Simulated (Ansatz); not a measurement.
# One shape, several levels: PHF2 (difluorophosphine)

We compute a comparison of 6 runs (HSE06/STO-3G, SVWN5/STO-3G, BCCD(T)/STO-3G, CCSDT(Q)/STO-3G, CCSDTQ/STO-3G, FCI/STO-3G) of PHF2 (difluorophosphine). 

Program for the calculation: Ansatz 0.2.0.

65 further runs of the same task are left out: 6 that didn't finish, 59 set aside as unsound or not needed.

### Step 1. The structure to begin with

The species is PHF2 (4 atoms), meant as a singlet with charge 0. SMILES: `FPF`. The P2–F1 distance was set to 3.233 Å, away from the relaxed value. At this shape a bond of the SMILES string is far longer than usual.

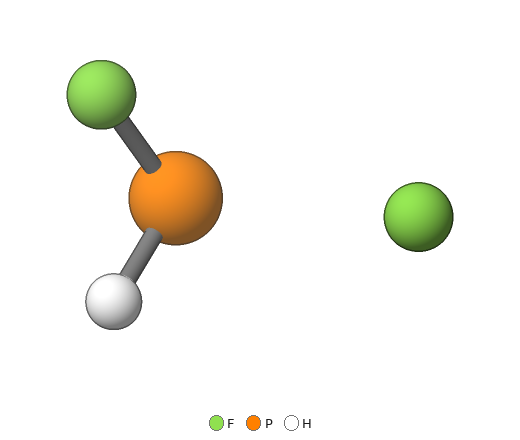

The structure, seen from a chosen angle (fluorine green, phosphorus orange, hydrogen white).

### Step 2. The energy at HSE06/STO-3G (run 1)

job.yaml

```yaml
crystal:
  periodic: [false, false, false]
  atoms:
    - {symbol: F, position_ang: [2.422210, 1.640789, -0.028098]}
    - {symbol: P, position_ang: [-0.020800, -0.433020, -0.460000]}
    - {symbol: F, position_ang: [-1.177160, 0.665480, -0.195640]}
    - {symbol: H, position_ang: [-0.002740, -0.836340, 0.899690]}
basis:
  gaussian:
    orbitals: STO-3G
accuracy: high
hamiltonian:
  xc: {name: HSE06}
magnetization:
  spin_polarized: false
  initial_magnetization: 0
```

On the command line:

```console
$ ansatz run job.yaml --threads 1 --pin off --max-ram 2610MiB --events-out events.jsonl --progress --plain --runs-dir runs
```

Standard output:

```text
Warning: RAYON_NUM_THREADS=1 ignored (pool sized by the plan → 1); use --threads N
Functional definition: HSE06
  name "HSE06"
  parameter a = 0.25
  parameter omega = 0.11/bohr
  exchange = pbe_x - a*pbe_x_sr(omega) + a*exact_x_sr(omega)
  correlation = pbe_c
328 factors; integrals over basis functions are off by at most 2.7e-8 eV
54 factors; integrals over basis functions are off by at most 2.2e-9 eV
mean field evaluation 1: about -14529.6100 eV, gradient 2.0e1 eV
mean field evaluation 2: about -14160.6800 eV, gradient 1.5e1 eV
mean field evaluation 4: about -14528.4643 eV, gradient 2.4e1 eV
mean field evaluation 8: about -14539.8579 eV, gradient 1.9e-1 eV
mean field evaluation 16: about -14522.3362 eV, gradient 9.1e0 eV
mean field -14539.85661112 eV, -534.3298749899 hartree, gradient 2.7e-8 eV, S^2 0.000000; 2 other end points of the search recorded, 0 dependent functions left out
reference -14539.85661235 eV, -534.3298750352 hartree; 17, 17 occupied and 3, 3 virtual orbitals, 328 factors
Total energy: -14539.85661235 eV, -534.3298750352 hartree
```

Wall time 1.5 s (1 thread of Arm Neoverse V1, shared host); peak memory 0.091 GiB.

### Step 3. The energy at SVWN5/STO-3G (run 2)

in.yaml

```yaml
crystal:
  periodic: [false, false, false]
  atoms:
    - symbol: F
      position_ang: [2.422210, 1.640789, -0.028098]
    - symbol: P
      position_ang: [-0.020800, -0.433020, -0.460000]
    - symbol: F
      position_ang: [-1.177160, 0.665480, -0.195640]
    - symbol: H
      position_ang: [-0.002740, -0.836340, 0.899690]
basis:
  gaussian:
    orbitals: STO-3G
accuracy: high
hamiltonian:
  xc: {name: SVWN5}
```

On the command line:

```console
$ ansatz run in.yaml --threads 1 --pin off --max-ram 2610MiB --events-out events.jsonl --progress --plain --runs-dir runs
```

Standard output:

```text
Warning: RAYON_NUM_THREADS=1 ignored (pool sized by the plan → 1); use --threads N
Functional definition: SVWN5
  name "SVWN5"
  exchange = slater_x
  correlation = vwn5_c
328 factors; integrals over basis functions are off by at most 2.7e-8 eV
mean field evaluation 1: about -14466.4582 eV, gradient 1.9e1 eV
mean field evaluation 2: about -14096.3990 eV, gradient 1.4e1 eV
mean field evaluation 4: about -14462.1311 eV, gradient 3.7e1 eV
mean field evaluation 8: about -14477.5073 eV, gradient 4.2e-1 eV
mean field evaluation 16: about -14477.4892 eV, gradient 5.1e-9 eV
mean field -14477.48924543 eV, -532.0379165750 hartree, gradient 5.1e-9 eV, S^2 0.000000; 2 other end points of the search recorded, 0 dependent functions left out
reference -14477.48924663 eV, -532.0379166188 hartree; 17, 17 occupied and 3, 3 virtual orbitals, 328 factors
Total energy: -14477.48924663 eV, -532.0379166188 hartree
```

Wall time 0.74 s (1 thread of Arm Neoverse V1, shared host).

Runs 3 to 4 aren't shown in full; the table further down has their settings and results.

### Step 4. The energy at CCSDTQ/STO-3G (run 5)

run.yaml

```yaml
crystal:
  periodic: [false, false, false]
  atoms:
    - {symbol: F, position_ang: [2.422210, 1.640789, -0.028098]}
    - {symbol: P, position_ang: [-0.020800, -0.433020, -0.460000]}
    - {symbol: F, position_ang: [-1.177160, 0.665480, -0.195640]}
    - {symbol: H, position_ang: [-0.002740, -0.836340, 0.899690]}
basis:
  gaussian: {orbitals: STO-3G}
magnetization: {spin_polarized: false, initial_magnetization: 0}
correlation: {method: ccsdtq, frozen_orbitals: {F: 1, H: 0, P: 5}}
accuracy: high
scf: {omitted_lower_state_checks: [cluster_reference, increment]}
```

On the command line:

```console
$ ansatz run run.yaml --threads 1 --pin off --max-ram 2610MiB --events-out events.jsonl --progress --plain --runs-dir runs
```

Standard output:

```text
Warning: RAYON_NUM_THREADS=1 ignored (pool sized by the plan → 1); use --threads N
[... 13 lines left out ...]
7 core orbitals not correlated: weight in the atoms' cores, before any rotation towards them, 1.000 or more for the frozen orbitals, at most 0.000 for the correlated occupied ones
[... 175 lines left out ...]
WARN: these amplitudes may be one of several solutions (largest doubles amplitude 0.95, level shift 16.72 eV)
Total energy: -14518.33516647 eV, -533.5389764866 hartree
Checks for a lower state left out: cluster_reference, increment
```

Wall time 25 s (1 thread of Arm Neoverse V1, shared host); peak memory 0.16 GiB.

### Step 5. The energy at FCI/STO-3G (run 6)

in.yaml

```yaml
crystal:
  periodic: [false, false, false]
  atoms:
    - {symbol: F, position_ang: [2.422210, 1.640789, -0.028098]}
    - {symbol: P, position_ang: [-0.020800, -0.433020, -0.460000]}
    - {symbol: F, position_ang: [-1.177160, 0.665480, -0.195640]}
    - {symbol: H, position_ang: [-0.002740, -0.836340, 0.899690]}
basis:
  gaussian:
    orbitals: STO-3G
correlation:
  method: fci
  frozen_orbitals: {F: 1, H: 0, P: 5}
accuracy: high
```

On the command line:

```console
$ ansatz run in.yaml --threads 1 --pin off --max-ram 2610MiB --events-out events.jsonl --progress --plain --runs-dir runs
```

Standard output (excerpt; [...] marks lines left out):

```text
Warning: RAYON_NUM_THREADS=1 ignored (pool sized by the plan → 1); use --threads N
Functional definition: HF
  name "HF"
[...]
328 factors; integrals over basis functions are off by at most 2.7e-8 eV
[...]
mean field -14509.83770746 eV, -533.2267006277 hartree, gradient 4.9e-8 eV, S^2 0.000000; 5 other end points of the search recorded, 0 dependent functions left out; unrestricted orbitals would lower it
[...]
unrestricted determinant -14516.62525256 eV, -533.4761383097 hartree, S^2 1.0051
7 core orbitals not correlated: weight in the atoms' cores, before any rotation towards them, 1.000 or more for the frozen orbitals, at most 0.000 for the correlated occupied ones
reference -14509.83770746 eV, -533.2267006277 hartree; 10, 10 occupied and 3, 3 virtual orbitals, 328 factors
state -14518.33456574 eV, -533.5389544103 hartree
Total energy: -14518.33456574 eV, -533.5389544103 hartree
```

It took 0.8 s on 1 thread of Arm Neoverse V1, shared host.

### Step 6. Overview of the runs

```tsv
run	level	frozen core orbitals	energy (Eh)	wall time
1	HSE06/STO-3G	–	-534.329875	1.5 s
2	SVWN5/STO-3G	–	-532.037917	0.74 s
3	BCCD(T)/STO-3G	7	-533.541565	0.95 s
4	CCSDT(Q)/STO-3G	7	-533.538967	0.91 s
5	CCSDTQ/STO-3G	7	-533.538976	25 s
6	FCI/STO-3G	7	-533.538954	0.8 s
```

### Step 7. What came out

| quantity | value |
| --- | --- |
| run 6: total energy | -533.53895 Eh |
| run 6: correlation energy (7 core orbitals frozen) | -312.3 mEh |

What this shows: Against full CI in this basis: BCCD(T) -2.6 mEh; CCSDT(Q) -0.0 mEh; CCSDTQ -0.0 mEh. Totals of different functionals can't be ranked against each other. In runs 3, 4, 5 the log says that unrestricted orbitals would lower the reference, so the values rest on an unstable closed-shell determinant (other closed-shell runs at this shape may share the fault). In runs 1, 2, 3, 4, 5, 6 the basis is minimal, so the values are rough. In runs 1, 2 a closed-shell determinant meets a far-stretched bond, which it describes badly. All runs together took 30 s, the longest 25 s.
